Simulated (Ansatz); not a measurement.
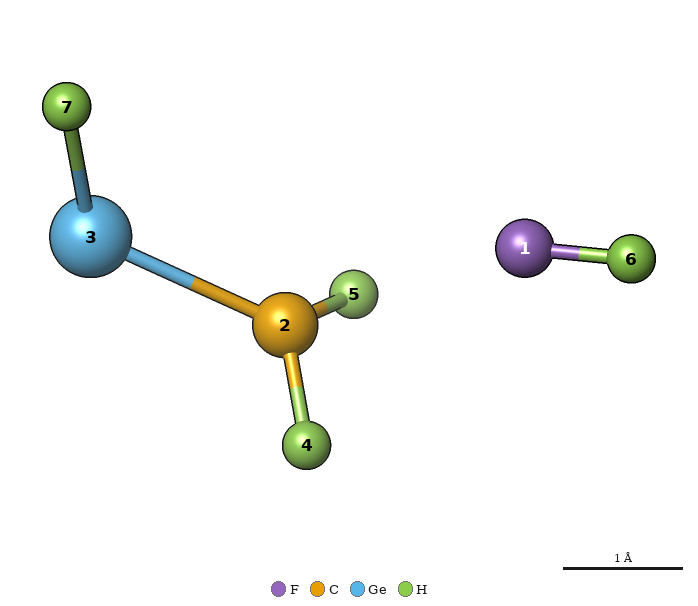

State: charge +1, singlet. Computed geometry: PBE0-D4/def2-TZVP optimisation. No frequency run is at hand to confirm it as a minimum.

List the bonds and their lengths.

```csv
bond,length (Å)
F1–H6,0.926
C2–Ge3,1.823
C2–H4,1.092
C2–H5,1.092
Ge3–H7,1.541
```
